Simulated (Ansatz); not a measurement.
H$_{10}$OSi$_{4}$

Input file:

```
crystal:
  periodic: [false, false, false]
  atoms:
    - { symbol: Si, position_ang: [0.016848, 0.151607, -0.384011] }
    - { symbol: Si, position_ang: [1.214503, 1.881416, -1.126034] }
    - { symbol: Si, position_ang: [1.429743, -1.38143, 0.422632] }
    - { symbol: O, position_ang: [-1.0338, 0.702724, 0.865146] }
    - { symbol: Si, position_ang: [-2.26158, 0.242334, 1.980115] }
    - { symbol: H, position_ang: [-0.726241, -0.404114, -1.528562] }
    - { symbol: H, position_ang: [2.130393, 1.421447, -2.180216] }
    - { symbol: H, position_ang: [0.309456, 2.905498, -1.668101] }
    - { symbol: H, position_ang: [1.990813, 2.446669, -0.012679] }
    - { symbol: H, position_ang: [0.672411, -2.550542, 0.892659] }
    - { symbol: H, position_ang: [2.359699, -1.790612, -0.640069] }
    - { symbol: H, position_ang: [2.186463, -0.800873, 1.541478] }
    - { symbol: H, position_ang: [-2.641169, 1.412744, 2.784672] }
    - { symbol: H, position_ang: [-1.767295, -0.805922, 2.886929] }
    - { symbol: H, position_ang: [-3.452398, -0.23376, 1.258147] }
basis:
  gaussian: { orbitals: def2-SVP }
hamiltonian:
  xc: pbe
relax:
  f_tol: 0.002
  max_steps: 300
output:
  orbitals: {}
```

Run with:

```sh
ansatz run input.yaml --threads 4 --pin off --max-ram 8192MiB --backend cpu --events-out ev --progress --plain --runs-dir out
```

The fields are those of the relaxed geometry.

Computed with Ansatz, DFT PBE, Gaussian basis def2-SVP.

### What will maps of the electron density and electron localisation function show?

Si–O (1.68 Å): the density is about 1 e/Å³ at the midpoint; the ELF peaks at about 0.85 between the atoms, as expected for a shared but strongly polarised pair.
Si–Si (2.36 Å): ρ at the midpoint is about 0.63 e/Å³; the ELF peaks at about 1 between the atoms; a covalent bond.
Si–H (1.50 Å): ρ is about 0.76 e/Å³ halfway; the ELF climbs to about 1 towards the hydrogen, as it does in any bond to H.

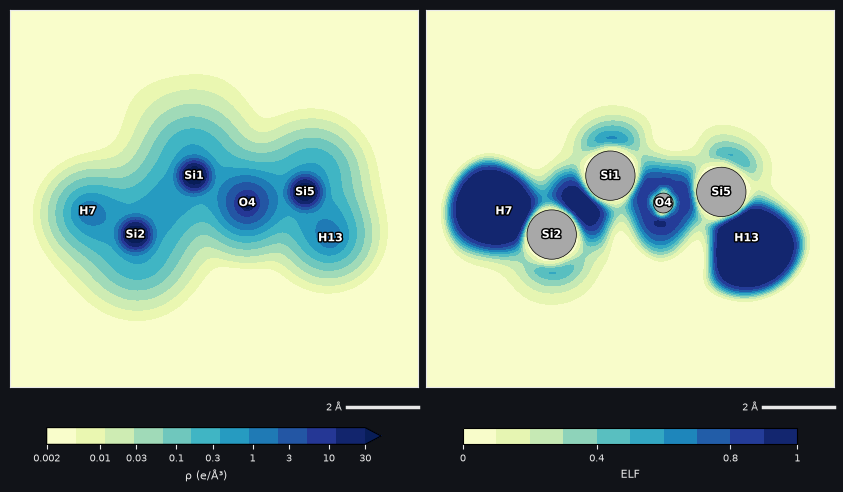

Computed electron density and electron localisation function on the plane of atoms Si2, Si1 and O4, in this order. Grey discs cover the atomic cores in the ELF map. 
